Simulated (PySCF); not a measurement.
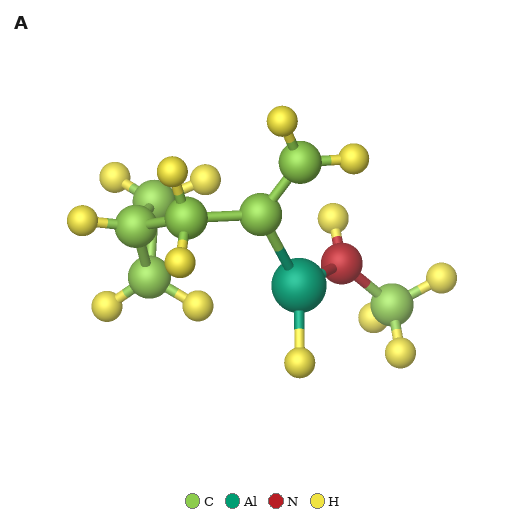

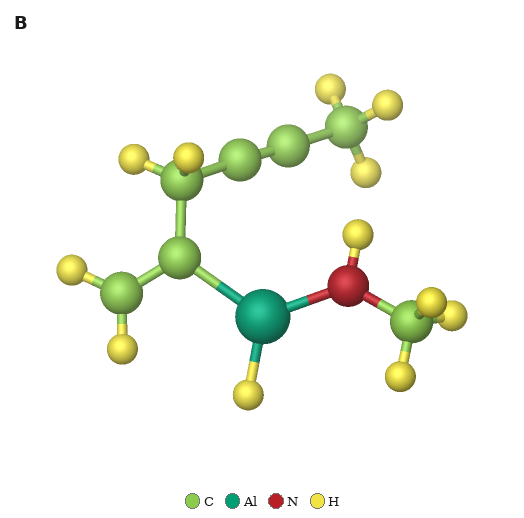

Two related species, optimised with GFN2-xTB; properties computed with PySCF 2.14.0. Both: charge 0, singlet.

What are A and B?

A is C7H14AlN, B is C7H12AlN.

Compare them. With PBE0/pcSseg-1: dipole moment (D), HOMO–LUMO gap (eV), HOMO energy (Kohn–Sham orbital) (eV), shielding of N (ppm), Hirshfeld charge of N (e), IAO charge of N (e). With GFN2-xTB: mean N–Al length (Å), mean N–C length (Å), mean N–H length (Å).

```csv
quantity,A,B
dipole moment (D),1.44,1.62
HOMO–LUMO gap (eV),6.17,5.95
HOMO energy (Kohn–Sham orbital) (eV),−6.49,−6.55
shielding of N (ppm),213.9,195.8
Hirshfeld charge of N (e),−0.30,−0.30
IAO charge of N (e),−0.68,−0.67
mean N–Al length (Å),1.788,1.786
mean N–C length (Å),1.459,1.460
mean N–H length (Å),1.016,1.018
```

Each is one conformer, and no frequency run is at hand to confirm it as a minimum.

The geometry is semi-empirical. Around Al such bond lengths and angles can be off by a tenth of an ångström or more and by several degrees, and values that hang on the shape move with them.
